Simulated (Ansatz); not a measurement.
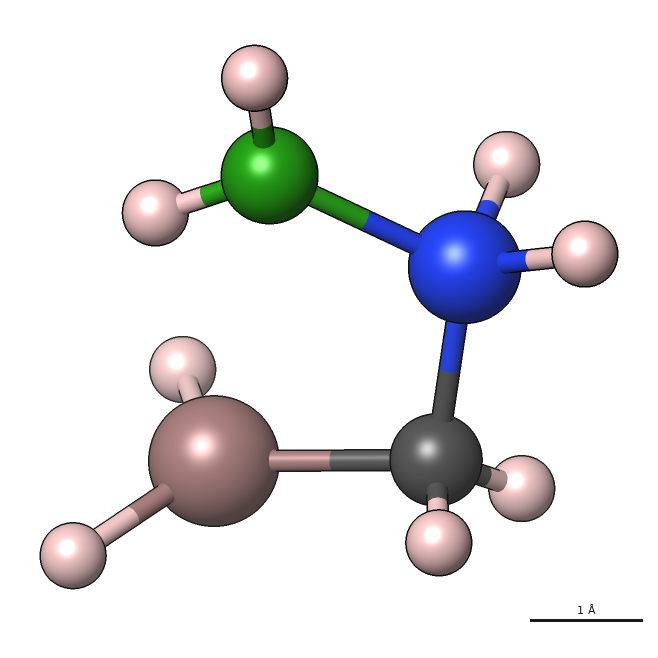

A ball-and-stick model of a molecule. Colours: boron green, silicon blue, carbon dark grey, indium brown, hydrogen pink.

The computed structure is the end point of a PBE0-D4/def2-TZVP optimisation. No frequency run is at hand to confirm it as a minimum.

What is the molecular formula?

Answer. CH₈BInSi, 12 atoms: 1 carbon, 8 hydrogen, 1 boron, 1 indium and 1 silicon.

What is its SMILES?

Answer. B[SiH2][CH2][InH2]

More results for the same structure follow; atom numbers are the same in all pictures, views and colours differ.

### Shape

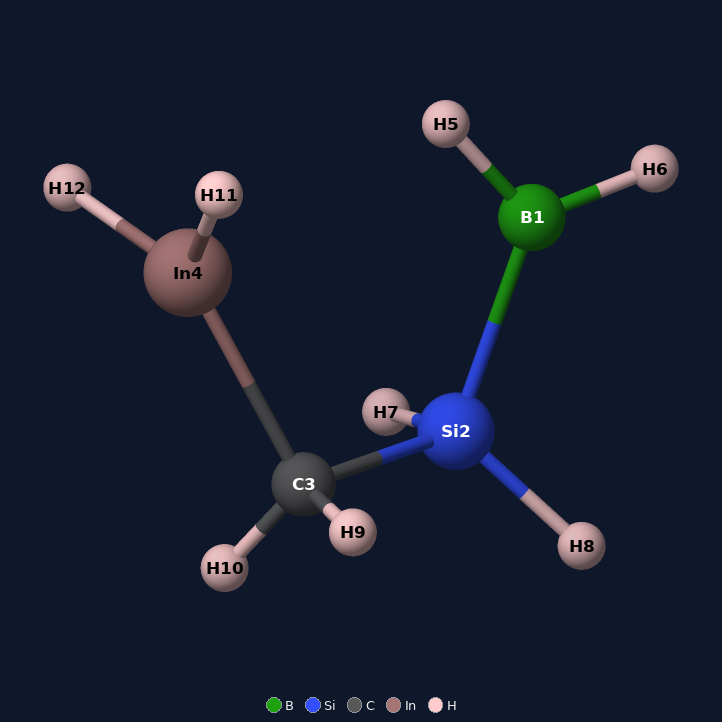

No frequency run is at hand to confirm it as a minimum.

Which atoms are bonded, and how long are the bonds?

```
   bond  length (Å)
 B1–Si2       2.009
  B1–H5       1.211
  B1–H6       1.195
 Si2–C3       1.865
 Si2–H7       1.501
 Si2–H8       1.492
 C3–In4       2.169
  C3–H9       1.092
 C3–H10       1.092
In4–H11       1.727
In4–H12       1.725
```

### Dipole moment

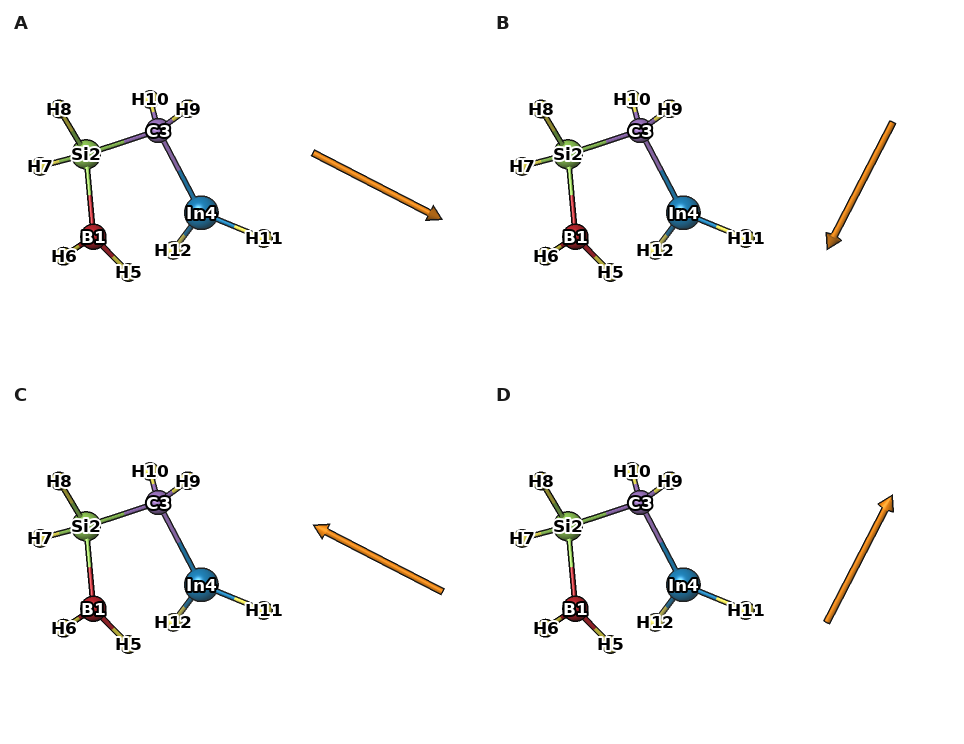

The same molecule four times, each with an arrow. No frequency run is at hand to confirm it as a minimum. Level of theory: RKS PBE0-D4/def2-TZVP, core potentials on In (Ansatz 0.2.0).

Which arrow points along the dipole moment, from the negative to the positive end?

Answer. D. The dipole moment is 0.72 D; it points from the side of H5, H6 to the side of H9 (the outermost atoms at the two ends).

### Charges

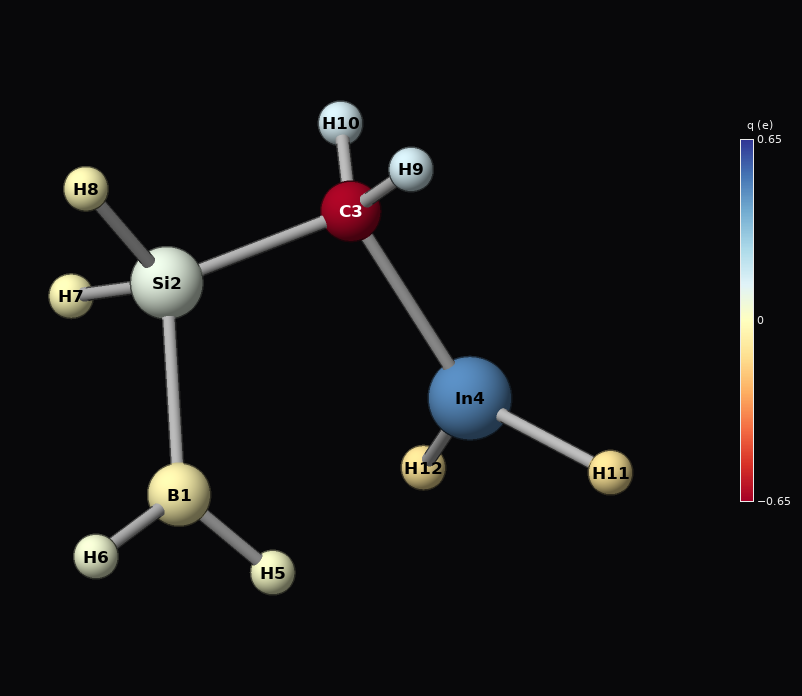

Atoms are coloured by their Mulliken charges. No frequency run is at hand to confirm it as a minimum. Method: RKS PBE0-D4/def2-TZVP, core potentials on In (Ansatz 0.2.0).

Which atom carries the highest charge (most positive or least negative)?

Answer. In4 (0.47 e).

And the lowest?

Answer. C3 (−0.63 e).

Give the Mulliken charges atom by atom.

```
atom  value (e)
  B1      −0.04
 Si2       0.09
  C3      −0.63
 In4       0.47
  H5       0.03
  H6       0.05
  H7      −0.02
  H8      −0.02
  H9       0.15
 H10       0.15
 H11      −0.11
 H12      −0.11
```

### Levels of theory compared

No frequency run is at hand to confirm it as a minimum. Program: Ansatz 0.2.0.

Compare HOMO energy (eV) at these levels: B3LYP-D4/def2-TZVPP; PBE-D4/def2-TZVPP; PBE0-D4/def2-TZVPP; r2SCAN-D4/def2-TZVPP; ωB97M-V/def2-TZVPP; ωB97X-V/def2-TZVPP.

```tsv
level	HOMO energy (eV)
B3LYP-D4/def2-TZVPP	−7.15
PBE-D4/def2-TZVPP	−6.26
PBE0-D4/def2-TZVPP	−7.35
r2SCAN-D4/def2-TZVPP	−6.47
ωB97M-V/def2-TZVPP	−9.47
ωB97X-V/def2-TZVPP	−9.60
```

Mulliken values depend strongly on the basis set and can even reverse the polarity of a bond.
